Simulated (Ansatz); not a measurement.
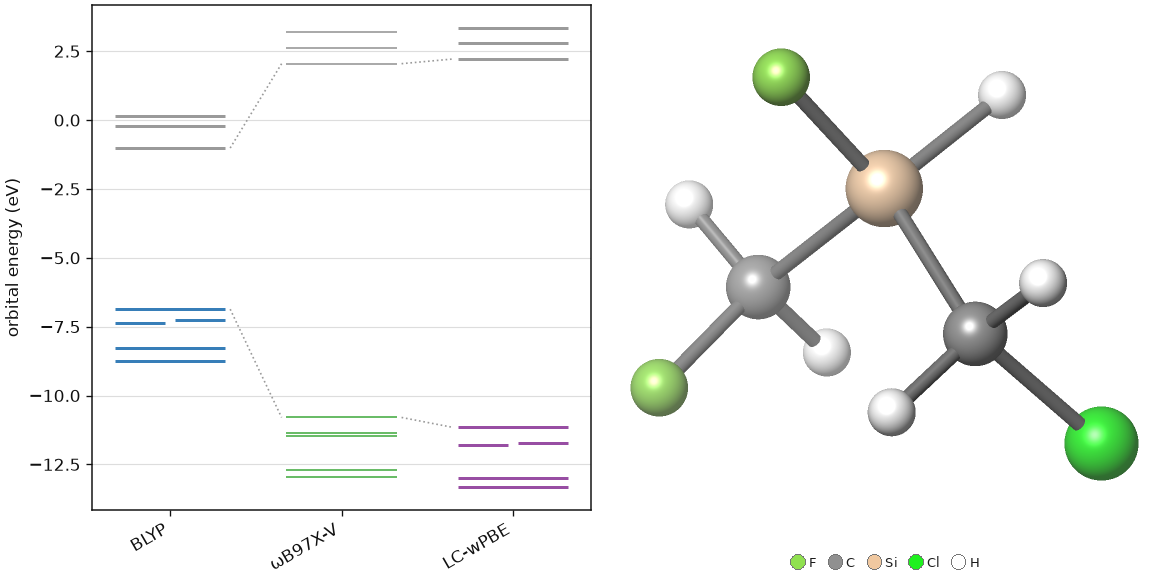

Frontier orbital energies of C₂H₅ClF₂Si, SMILES FC[Si@@H](F)CCl at one geometry, def2-TZVPP, the Ansatz code, at a PBE0-D4/def2-TZVP geometry (a minimum by its frequencies). Empty levels are grey, levels within 0.1 eV stand side by side; all columns show the same few orbitals around the gap. Dotted lines join the HOMOs and the LUMOs.

Q: Compare the HOMO-LUMO separations.

A: The separation grows from 5.85 eV (BLYP) to 13.37 eV (LC-wPBE).

| level | HOMO (eV) | LUMO (eV) | separation (eV) |
| --- | --- | --- | --- |
| BLYP | −6.86 | −1.02 | 5.85 |
| ωB97X-V | −10.80 | 2.05 | 12.84 |
| LC-wPBE | −11.16 | 2.22 | 13.37 |

Caveats, for all or some of the runs: empty levels above zero depend strongly on the basis; one conformer of a flexible molecule.
